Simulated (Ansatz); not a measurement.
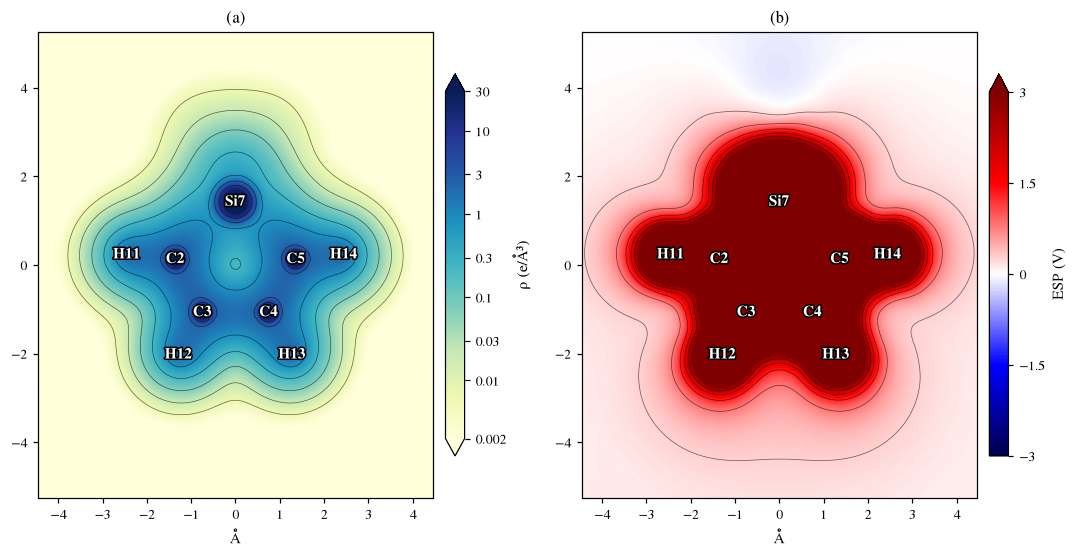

Figure 1: C5H7FSi (SMILES C[Si]1(F)C=CC=C1). (a) electron density; (b) electrostatic potential on the plane of atoms C2, Si7 and C5.

Geometry: B3LYP-D3(BJ)/def2-SVP.

Level of theory: isolated molecule in a Gaussian basis; Kohn-Sham density functional theory, functional PBE0 (Ansatz 0.2.0).

Input

```
crystal:
  periodic: [false, false, false]
  atoms:
    - {symbol: C, position_ang: [1.104051, 0.788398, 1.849979]}
    - {symbol: C, position_ang: [0.631280, 0.822675, -1.280776]}
    - {symbol: C, position_ang: [-0.355367, 0.054951, -1.790437]}
    - {symbol: C, position_ang: [-1.584941, -0.110759, -0.957494]}
    - {symbol: C, position_ang: [-1.606712, 0.520730, 0.235555]}
    - {symbol: F, position_ang: [-0.077358, 2.998626, 0.546433]}
    - {symbol: Si, position_ang: [0.056215, 1.370674, 0.419372]}
    - {symbol: H, position_ang: [0.636384, 1.052232, 2.812014]}
    - {symbol: H, position_ang: [1.226070, -0.305786, 1.812801]}
    - {symbol: H, position_ang: [2.104039, 1.249695, 1.817429]}
    - {symbol: H, position_ang: [1.568186, 0.998311, -1.812970]}
    - {symbol: H, position_ang: [-0.299164, -0.443286, -2.764807]}
    - {symbol: H, position_ang: [-2.407527, -0.727712, -1.336330]}
    - {symbol: H, position_ang: [-2.458476, 0.455014, 0.915298]}
basis:
  gaussian:
    orbitals: def2-SVPD
hamiltonian:
  xc: pbe0
output: {forces: true, orbitals: {seedname: orbitals}}
```

Run with:

```sh
ansatz run input.yaml --threads 4 --pin off --max-ram 7830MiB --events-out events.jsonl --progress --plain --runs-dir runs
```

Q: Read the bonding off the picture.

A: The plane passes through C, Si and H nuclei. C–C (1.35 Å): ρ at the midpoint is about 2.2 e/Å³. C–Si (1.88 Å): ρ is about 0.96 e/Å³ halfway. C–H (1.09 Å): ρ at the midpoint is about 1.9 e/Å³. C–C (1.49 Å): the density is about 1.8 e/Å³ at the midpoint. The potential has no marked negative region in this plane.
